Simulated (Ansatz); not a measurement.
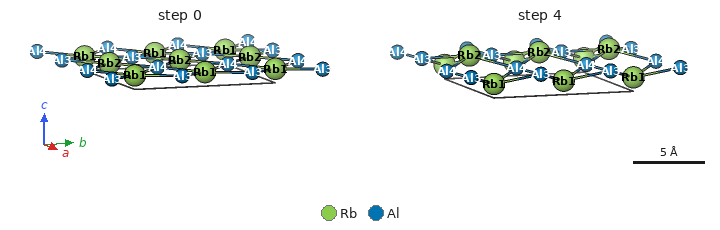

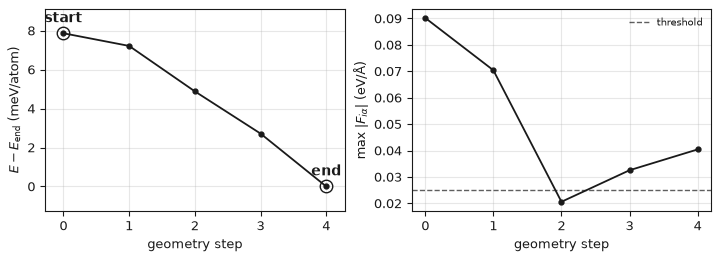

First and last geometry of a relaxation of a free-standing layer of RbAl (a generated structure, set up in P1) (coarse preliminary run), with the history of the run. Style: ball-and-stick. Shown: the 1 × 2 repeat of the cell, outlined in the plane, without the vacuum, slightly off an axis.

These are results of Ansatz, DFT PBE, scalar-relativistic, plane waves, PAW, not measurements.

Input file:
```yaml
crystal:
  lattice:
    - [10.5524770084, 0.0418350553, 0.0]
    - [0.0209175276, 5.25458189, 0.0]
    - [0.0, 0.0, 23.8]
  atoms:
    - { symbol: Rb, position: [-0.0004375992, 0.0006843871, 0.2886059967] }
    - { symbol: Rb, position: [0.4950600734, 0.0002730406, 0.2965698924] }
    - { symbol: Al, position: [0.2474265743, 0.5009225161, 0.2966163151] }
    - { symbol: Al, position: [0.7579509515, 0.4981200562, 0.2946783842] }
  periodic: [true, true, false]
basis:
  ecutwfc: 420
kpoints:
  mp_grid: { grid: [2, 4, 1] }
hamiltonian:
  xc: pbe
scf:
  occupations: { method: gaussian, width: 0.2 }
  lower_state_search: "off"
output:
  forces: true
  stress: true
  eigenvalues: true
relax:
  adjacent_minimum: "off"
  f_tol: 0.025
  max_steps: 60
  cell: { stress_2d_tol: 0.08 }
```

Launched with:
```bash
ansatz run input.yaml --threads 1 --pin off --max-ram 2048MiB --backend cpu --events-out ev --progress --plain --runs-dir out
```

Question: Read the history and describe the run.

Answer: The run failed before the relaxation converged. The largest move relative to the cell and the layer's centre is that of Rb1, 0.61 Å along the normal (−c). By element the largest moves are Rb 0.61 Å, Al 0.11 Å. In the plane the drawn cell goes a 10.553 → 10.562 Å (+0.1 %), b 10.509 → 10.455 Å (−0.5 %). Some distances before and after: Rb1–Al4 3.640 → 3.807 Å, Rb1–Al3 3.697 → 3.798 Å, Rb1–Al4 (another image) 3.688 → 3.784 Å, Rb2–Al3 3.693 → 3.786 Å. Among the angles between lasting bonds that change: Al3–Rb1–Al4 174.8° → 155.6°, Al3–Rb2–Al4 178.2° → 163.0°, Al4–Rb1–Al4 91.6° → 87.0°. After 4 geometry steps the energy has fallen by 7.9 meV per atom. Largest force component: 0.09 eV/Å at the start, 0.04 eV/Å at the end.
